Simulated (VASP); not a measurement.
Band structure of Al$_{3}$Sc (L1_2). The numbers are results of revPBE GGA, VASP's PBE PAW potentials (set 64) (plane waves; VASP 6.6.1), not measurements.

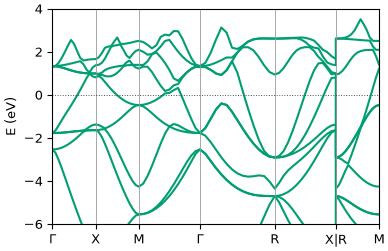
*Bands along high-symmetry lines, zero at the valence-band maximum or, without a gap, the Fermi level*

Q: Read the plot: is there a gap, and where are the band edges?

A: It has no gap at this level: it comes out as a metal or semimetal. (Edges off the drawn lines would not show.)

The compound is Al3Sc in the L1_2 structure. It was relaxed first.
